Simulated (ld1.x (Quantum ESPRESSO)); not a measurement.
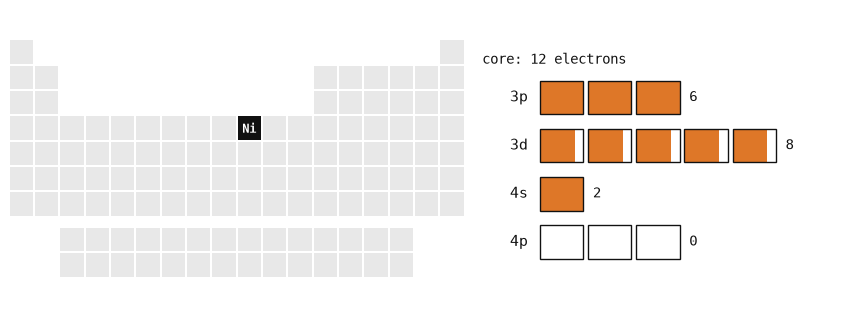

Figure 1. Left, the place of nickel in the periodic table; right, the valence shells of the reference configuration: a box for each of the 2l + 1 orbitals, shaded by the share of the shell that is filled, with the electron count at the right. The shells are those of the unaltered input.

## Pseudopotential generation for Ni

System: nickel (Ni, Z = 28), core [Ne] 3s2, reference valence 3p6 3d8 4s2 4p0, valence charge 16. (This line and the method describe the unaltered input from which the odd one was made.)
Method: ultrasoft potential, LDA (PZ), scalar-relativistic, made with ld1.x (Quantum ESPRESSO) 7.5.

**Input**
```
 &input
   title='Ni', zed=28., rel=1, dft='PZ', iswitch=3,
   config='[Ar] 3d8 4s2 4p0',
   nld=3, rlderiv=2.25, eminld=-7.0, emaxld=5.0, deld=0.02
 /
 &inputp
   pseudotype=3, tm=.true., lloc=-1, rcloc=0.80,
   nlcc=.true., new_core_ps=.true., rcore=0.80,
   which_augfun='PSQ', rmatch_augfun_nc=.true.,
   file_pseudopw='Ni.UPF', file_wfcaegen='ae.wfc', file_wfcncgen='nc.wfc', file_beta='beta', file_chi='chi', file_wfcusgen='us.wfc'
 /
5
4S  1  0   2.00   0.00  1.55  2.05  0.0
4S  1  0   0.00  -0.10  1.55  2.05  0.0
3P  2  1   6.00   0.00  1.10  1.20  0.0
4P  3  1   0.00   0.00  1.10  1.20  0.0
3D  3  2   8.00   0.00  0.75  0.90  0.0
3D  3  2   0.00   4.25  0.75  0.90  0.0
 &test
   configts(1)='3p6 3d8 4s2 4p0'
 /
```

Run as:
```bash
ld1.x < Ni.in > Ni.out
```

**Log**
```
     Program LD1 v.7.5

     !!!!!!!!!!!!!!!!!!! WARNING !!!!!!!!!!!!!!!!!!!!!!!
     Message from routine ld1_readin:
     US requires at least two energies per channel 3D
     !!!!!!!!!!!!!!!!!!!!!!!!!!!!!!!!!!!!!!!!!!!!!!!!!!!
     --------------------------- All-electron run ----------------------------

     Ni
     scalar relativistic calculation

     atomic number is 28.00
     dft =PZ   lsd =0 sic =0 latt =0  beta=0.20 tr2=1.0E-14
     Exchange-correlation= PZ
                           (   1   1   0   0   0   0   0)
     mesh =1195 r(mesh) =  98.77016 a.u. xmin = -7.00 dx = 0.01250
     1 Ry =  13.60569312 eV, c = 137.03599908

     n l     nl                  e(Ry)          e(Ha)          e(eV)
     1 0     1S 1( 2.00)      -602.3315      -301.1658     -8195.1378
     2 0     2S 1( 2.00)       -72.0170       -36.0085      -979.8406
     2 1     2P 1( 6.00)       -62.0451       -31.0226      -844.1671
     3 0     3S 1( 2.00)        -8.1215        -4.0607      -110.4982
     3 1     3P 1( 6.00)        -5.2373        -2.6186       -71.2568
     3 2     3D 1( 8.00)        -0.6716        -0.3358        -9.1379
     4 0     4S 1( 2.00)        -0.4311        -0.2156        -5.8660
     4 1     4P 1( 0.00)        -0.0986        -0.0493        -1.3419

     final scf error:  8.2E-15 reached in  33 iterations

     Etot =   -3036.111944 Ry,   -1518.055972 Ha,  -41308.407400 eV

     Ekin =    3076.963985 Ry,    1538.481993 Ha,   41864.227733 eV
     Encl =   -7292.256356 Ry,   -3646.128178 Ha,  -99216.202148 eV
     Eh   =    1300.582333 Ry,     650.291167 Ha,   17695.324110 eV
     Exc  =    -121.401907 Ry,     -60.700954 Ha,   -1651.757096 eV

     normalization and overlap integrals

     s(1S/1S) =  1.000000  <r> =   0.0542  <r2> =    0.0039  r(max) =   0.0353
     s(2S/2S) =  1.000000  <r> =   0.2454  <r2> =    0.0711  r(max) =   0.2055
     s(2P/2P) =  1.000000  <r> =   0.2155  <r2> =    0.0570  r(max) =   0.1641
     s(3S/3S) =  1.000000  <r> =   0.7415  <r2> =    0.6357  r(max) =   0.6410
     s(3P/3P) =  1.000000  <r> =   0.7794  <r2> =    0.7184  r(max) =   0.6491
     s(3D/3D) =  1.000000  <r> =   1.0112  <r2> =    1.3888  r(max) =   0.6252
     s(4S/4S) =  1.000000  <r> =   2.7825  <r2> =    9.0536  r(max) =   2.2096
     s(4P/4P) =  1.000000  <r> =   4.2142  <r2> =   21.5588  r(max) =   3.1355

     ------------------------ End of All-electron run ------------------------

     --------------------- Generating US pseudopotential ---------------------

      Generating local potential from pseudized AE potential:
      Matching radius rcloc =   0.8000

      Local pseudo, rcloc= 0.793 Estimated cut-off energy=    39.31 Ry

      Computing core charge for nlcc:

       r > 0.80 : true rho core
      Core charge pseudized with two Bessel functions
      Integrated core pseudo-charge :   2.80
      Wfc-us  4S rcutus= 2.050  Estimated cut-off energy=    10.32 Ry
      Wfc-us  4S rcutus= 2.050  Estimated cut-off energy=    10.77 Ry
      Wfc-us  3P rcutus= 1.213  Estimated cut-off energy=    56.73 Ry
      Wfc-us  4P rcutus= 1.213  Estimated cut-off energy=   103.92 Ry
      Wfc-us  3D rcutus= 0.898  Estimated cut-off energy=   140.45 Ry

     Q pseudized with Bessel functions
     Expected ecutrho=     808.9599 due to l1=  2   l2=  2

     ------------------- End of pseudopotential generation -------------------

     --------------------------- All-electron run ----------------------------

     Ni
     scalar relativistic calculation

     atomic number is 28.00
     dft =PZ   lsd =0 sic =0 latt =0  beta=0.20 tr2=1.0E-14
     Exchange-correlation= PZ
                           (   1   1   0   0   0   0   0)
     mesh =1195 r(mesh) =  98.77016 a.u. xmin = -7.00 dx = 0.01250
     1 Ry =  13.60569312 eV, c = 137.03599908

     n l     nl                  e(Ry)          e(Ha)          e(eV)
     1 0     1S 1( 2.00)      -602.3315      -301.1658     -8195.1378
     2 0     2S 1( 2.00)       -72.0170       -36.0085      -979.8406
     2 1     2P 1( 6.00)       -62.0451       -31.0226      -844.1671
     3 0     3S 1( 2.00)        -8.1215        -4.0607      -110.4982
     3 1     3P 1( 6.00)        -5.2373        -2.6186       -71.2568
     3 2     3D 1( 8.00)        -0.6716        -0.3358        -9.1379
     4 0     4S 1( 2.00)        -0.4311        -0.2156        -5.8660
     4 1     4P 1( 0.00)        -0.0986        -0.0493        -1.3419

     final scf error:  8.2E-15 reached in  33 iterations

     Etot =   -3036.111944 Ry,   -1518.055972 Ha,  -41308.407400 eV

     Ekin =    3076.963985 Ry,    1538.481993 Ha,   41864.227733 eV
     Encl =   -7292.256356 Ry,   -3646.128178 Ha,  -99216.202148 eV
     Eh   =    1300.582333 Ry,     650.291167 Ha,   17695.324110 eV
     Exc  =    -121.401907 Ry,     -60.700954 Ha,   -1651.757096 eV

     normalization and overlap integrals

     s(1S/1S) =  1.000000  <r> =   0.0542  <r2> =    0.0039  r(max) =   0.0353
     s(2S/2S) =  1.000000  <r> =   0.2454  <r2> =    0.0711  r(max) =   0.2055
     s(2P/2P) =  1.000000  <r> =   0.2155  <r2> =    0.0570  r(max) =   0.1641
     s(3S/3S) =  1.000000  <r> =   0.7415  <r2> =    0.6357  r(max) =   0.6410
     s(3P/3P) =  1.000000  <r> =   0.7794  <r2> =    0.7184  r(max) =   0.6491
     s(3D/3D) =  1.000000  <r> =   1.0112  <r2> =    1.3888  r(max) =   0.6252
     s(4S/4S) =  1.000000  <r> =   2.7825  <r2> =    9.0536  r(max) =   2.2096
     s(4P/4P) =  1.000000  <r> =   4.2142  <r2> =   21.5588  r(max) =   3.1355

     ------------------------ End of All-electron run ------------------------

     Computing logarithmic derivative in   2.25143
     Computing logarithmic derivative in   2.25143
     Computing the partial wave expansion
     R is outside the sphere for l=    0 j= 0.00
     R is outside the sphere for l=    0 j= 0.00
     R is outside the sphere for l=    1 j= 0.00
     R is outside the sphere for l=    1 j= 0.00
     R is outside the sphere for l=    2 j= 0.00

     ---------------------- Testing the pseudopotential ----------------------

     Ni
     scalar relativistic calculation

     atomic number is 28.00   valence charge is 16.00
     dft =PZ   lsd =0 sic =0 latt =0  beta=0.20 tr2=1.0E-14
     mesh =1195 r(mesh) =  98.77016 xmin = -7.00 dx = 0.01250

     n l     nl             e AE (Ry)        e PS (Ry)    De AE-PS (Ry)
     2 1     3P   1( 6.00)       -5.23728       -5.23728        0.00000
     3 2     3D   1( 8.00)       -0.67162       -0.67163        0.00000
     1 0     4S   1( 2.00)       -0.43115       -0.43115        0.00000
     3 1     4P   1( 0.00)       -0.09863       -0.09862       -0.00001

     eps = 1.2E-15  iter =  4

     Etot =   -3036.111944 Ry,   -1518.055972 Ha,  -41308.407400 eV
     Etotps =  -270.106112 Ry,    -135.053056 Ha,   -3674.980877 eV

     Ekin =     127.987981 Ry,      63.993990 Ha,    1741.365192 eV
     Encl =    -690.264731 Ry,    -345.132365 Ha,   -9391.530098 eV
     Ehrt =     235.220311 Ry,     117.610156 Ha,    3200.335374 eV
     Ecxc =     -37.004828 Ry,     -18.502414 Ha,    -503.476339 eV
     (Ecc =      -4.163547 Ry,      -2.081773 Ha,     -56.647943 eV)
     Epseu=      93.955154 Ry,      46.977577 Ha,    1278.324995 eV

     ---------------------- End of pseudopotential test ----------------------
```

**Outcome**

```
 quantity                      value
  outcome                  generated
 hardware  1 CPU thread, shared host
wall time                      1.8 s
```

**What is odd here**

This input holds a deliberate oddity: count of waves off by -1. The program ran to the end. The all-electron atom is untouched: its total energy equals that from the unaltered input (−3036.1119 Ry). The pseudo-atom's energy and levels in the reference configuration are also those from the unaltered input, so the oddity leaves no trace there. The pseudo-atom meets the occupied all-electron levels that the test lists within 0.00001 Ry. No test for ghost states or cutoffs was run on this potential, so its soundness isn't shown.
